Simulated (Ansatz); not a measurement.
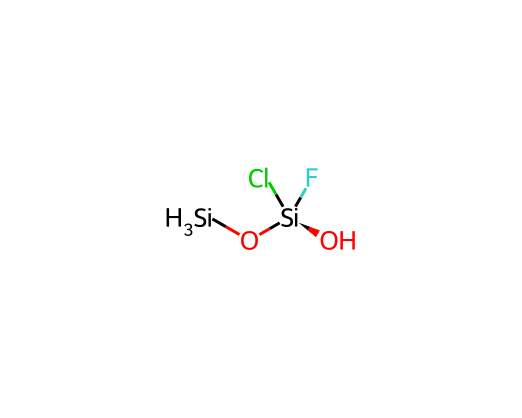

The computed structure is the end point of a PBE0-D4/def2-TZVP optimisation. No frequency run is at hand to confirm it as a minimum. Program: Ansatz 0.2.0.

Compare HOMO–LUMO gap (eV) at these levels: B3LYP-D4/def2-TZVPP; PBE-D4/def2-TZVPP; PBE0-D4/def2-TZVPP; r2SCAN-D4/def2-TZVPP; ωB97M-V/def2-TZVPP; ωB97X-V/def2-TZVPP.

| level | HOMO–LUMO gap (eV) |
| --- | --- |
| B3LYP-D4/def2-TZVPP | 8.70 |
| PBE-D4/def2-TZVPP | 6.80 |
| PBE0-D4/def2-TZVPP | 9.18 |
| r2SCAN-D4/def2-TZVPP | 7.66 |
| ωB97M-V/def2-TZVPP | 13.12 |
| ωB97X-V/def2-TZVPP | 13.65 |
